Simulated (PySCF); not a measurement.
SMILES [CH2]C(C)C, doublet, PBE0/def2-SVP optimised geometry. Atoms within 1.6 Å of the plane z = 1.5 Å (x, y, z in Å): C1 (0.11, 0.81, 1.24), C2 (-0.27, 0.08, 0.00), C3 (0.28, -1.35, 0.00), H5 (0.11, 1.91, 1.26), H6 (0.20, 0.28, 2.20), H7 (-1.38, 0.00, -0.03), H9 (-0.06, -1.91, 0.89), H10 (1.38, -1.35, 0.00).

Level of theory: unrestricted PBE0/def2-TZVP run with PySCF 2.14.0. Cells within 0.4 Å of a nucleus heavier than hydrogen are left out (blank, or x).

Map of the log10 of the electron density (e/bohr³), floored at −4 on the plane z = 1.5 Å:

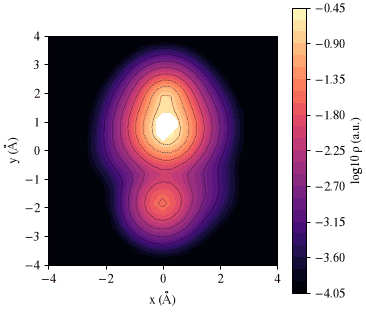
*Log10 of the electron density (e/bohr³), floored at −4 on the plane z = 1.5 Å.*
